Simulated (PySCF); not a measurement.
# One shape, several levels: C5H12O (neopentyl alcohol)

Wanted: a comparison of 6 runs (BLYP/6-31G*, PBE/6-31G*, SVWN5/6-31G*, TPSS/6-31G*, r2SCAN/6-31G*, revPBE/6-31G*) of C5H12O (neopentyl alcohol). 

Program for the calculation: PySCF 2.14.0.

## (1) The molecule

C5H12O has 18 atoms, charge 0, and is taken as a singlet. SMILES: `CC(C)(C)CO`. The C1–H7 distance was set to 1.957 Å, away from the relaxed value. At this shape a bond of the SMILES string is far longer than usual.

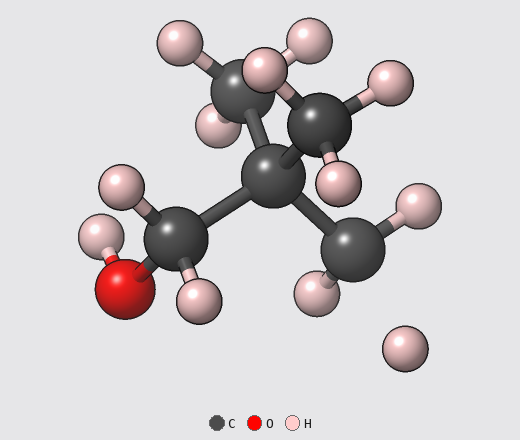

Viewed from a chosen angle; carbon dark grey, oxygen red, hydrogen pink.

## (2) The energy at BLYP/6-31G(d) (spherical functions) (run 1)

Contents of job.py:

```python
from pyscf import gto, dft

mol = gto.Mole()
mol.atom = '''
C   -0.584943  -1.338598  -0.184782
C   -0.091353  -0.037378  -0.818762
C    1.410297   0.126462  -0.579372
C   -0.365963  -0.060928  -2.326052
C   -0.822023   1.153882  -0.165662
O   -2.218563   1.131892  -0.325482
H   -0.058040  -1.423880   1.698230
H   -1.669713  -1.391268  -0.237222
H   -0.166313  -2.199538  -0.700842
H    1.780267   1.030552  -1.058362
H    1.951137  -0.724148  -0.986992
H    1.624077   0.191012   0.485008
H   -0.124673   0.900042  -2.777962
H   -1.408943  -0.295508  -2.531172
H    0.244687  -0.823538  -2.803692
H   -0.407133   2.094402  -0.560002
H   -0.656563   1.134962   0.914018
H   -2.417173   1.175912  -1.267722
'''
mol.verbose = 4
mol.basis = '6-31g*'
mol.spin = 0
mol.max_memory = 1860
mol.build()

mf = dft.RKS(mol)
mf.xc = 'blyp'
mf.grids.level = 5
mf.conv_tol = 1e-10
mf.kernel()
if not mf.converged:
    mf = mf.newton().run(mf.mo_coeff, mf.mo_occ)

etot = mf.e_tot
print(f'total energy: {etot:.8f} hartree')
```

Run with:

```bash
$ OMP_NUM_THREADS=1 python job.py
```

The program printed:

```text
PySCF version 2.14.0

[... 94 lines left out ...]
converged SCF energy = -272.697952787419
total energy: -272.69795279 hartree
```

It took 50 s on 1 thread of Intel Xeon at 2.70GHz, shared host; peak memory 0.59 GiB.

## (3) The energy at PBE/6-31G(d) (spherical functions) (run 2)

Contents of calc.py:

```python
from pyscf import gto, dft

mol = gto.M(
    atom='''
C     -1.105382    -2.529584    -0.349187
C     -0.172632    -0.070634    -1.547236
C      2.665075     0.238979    -1.094854
C     -0.691570    -0.115137    -4.395601
C     -1.553398     2.180521    -0.313056
O     -4.192476     2.138966    -0.615072
H     -0.109680    -2.690743     3.209190
H     -3.155300    -2.629115    -0.448285
H     -0.314286    -4.156524    -1.324399
H      3.364217     1.947461    -2.000014
H      3.687115    -1.368441    -1.865145
H      3.069061     0.360960     0.916532
H     -0.235598     1.700833    -5.249587
H     -2.662516    -0.558429    -4.783222
H      0.462391    -1.556261    -5.298210
H     -0.769370     3.957846    -1.058250
H     -1.240724     2.144767     1.727244
H     -4.567795     2.222152    -2.395647
''',
    max_memory=1860,
    verbose=4,
    unit='bohr',
    basis='6-31g*',
)

mf = dft.RKS(mol, xc='pbe')
mf.grids.level = 5
mf.conv_tol = 1e-10
mf.kernel()
if not mf.converged:
    mf = mf.newton().run(mf.mo_coeff, mf.mo_occ)

e_final = mf.e_tot
print('E(%s) = %.9f' % ('PBE', e_final))
```

Run with:

```bash
$ OMP_NUM_THREADS=1 python calc.py
```

The program printed:

```text
PySCF version 2.14.0

[... 93 lines left out ...]
converged SCF energy = -272.481360561701
E(PBE) = -272.481360562
```

Run time: 49 s. Hardware: 1 thread of Intel Xeon at 2.70GHz, shared host; peak memory 0.59 GiB.

Runs 3 to 5 aren't shown in full; the table further down has their settings and results.

## (4) The energy at revPBE/6-31G(d) (spherical functions) (run 6)

Contents of geometry.xyz:

```xyz
18
C5H12O
C     -0.584943    -1.338598    -0.184782
C     -0.091353    -0.037378    -0.818762
C      1.410297     0.126462    -0.579372
C     -0.365963    -0.060928    -2.326052
C     -0.822023     1.153882    -0.165662
O     -2.218563     1.131892    -0.325482
H     -0.058040    -1.423880     1.698230
H     -1.669713    -1.391268    -0.237222
H     -0.166313    -2.199538    -0.700842
H      1.780267     1.030552    -1.058362
H      1.951137    -0.724148    -0.986992
H      1.624077     0.191012     0.485008
H     -0.124673     0.900042    -2.777962
H     -1.408943    -0.295508    -2.531172
H      0.244687    -0.823538    -2.803692
H     -0.407133     2.094402    -0.560002
H     -0.656563     1.134962     0.914018
H     -2.417173     1.175912    -1.267722
```

Contents of run.py:

```python
from pyscf import gto, dft

molecule = gto.M(
    atom='geometry.xyz',
    basis='6-31g*',
    verbose=4,
    spin=0,
    max_memory=1860,
)

mf = dft.RKS(molecule)
mf.xc = 'revpbe'
mf.conv_tol = 1e-10
mf.grids.level = 5
mf.kernel()
if not mf.converged:
    mf = mf.newton().run(mf.mo_coeff, mf.mo_occ)

energy = mf.e_tot
print('Final energy', energy)
```

Run with:

```bash
$ OMP_NUM_THREADS=1 python run.py
```

The program printed:

```text
PySCF version 2.14.0

[... 92 lines left out ...]
converged SCF energy = -272.758045357249
Final energy -272.7580453572494
```

Run time: 46 s. Hardware: 1 thread of Intel Xeon at 2.70GHz, shared host; peak memory 0.59 GiB.

## (5) The series

```tsv
run	level	energy (Eh)	dipole moment (D)	HOMO energy (eV)	LUMO energy (eV)	wall time
1	BLYP/6-31G* (spherical functions)	-272.697953	2.61	-5.63	-1.89	50 s
2	PBE/6-31G* (spherical functions)	-272.481361	2.56	-5.75	-1.99	49 s
3	SVWN5/6-31G* (spherical functions)	-270.420849	2.48	-5.84	-2.05	32 s
4	TPSS/6-31G* (spherical functions)	-272.891417	2.71	-5.91	-1.90	86 s
5	r2SCAN/6-31G* (spherical functions)	-272.676489	2.68	-6.18	-1.92	78 s
6	revPBE/6-31G* (spherical functions)	-272.758045	2.60	-5.71	-1.95	46 s
```

## (6) Summary of results

| quantity | value |
| --- | --- |
| run 6: total energy | -272.75805 Eh |
| run 6: dipole moment | 2.60 D |
| run 6: HOMO energy | -5.71 eV |
| run 6: LUMO energy | -1.95 eV |
| run 6: HOMO–LUMO gap | 3.76 eV |

What this shows: The dipole moment (its size) runs from 2.48 D (SVWN5/6-31G*) to 2.71 D (TPSS/6-31G*). The HOMO–LUMO gap runs from 3.74 eV (BLYP/6-31G*) to 4.26 eV (r2SCAN/6-31G*). Totals of different functionals can't be ranked against each other. In runs 1, 2, 3, 4, 5, 6 a closed-shell determinant meets a far-stretched bond, which it describes badly. All runs together took 5.7 min, the longest 86 s.
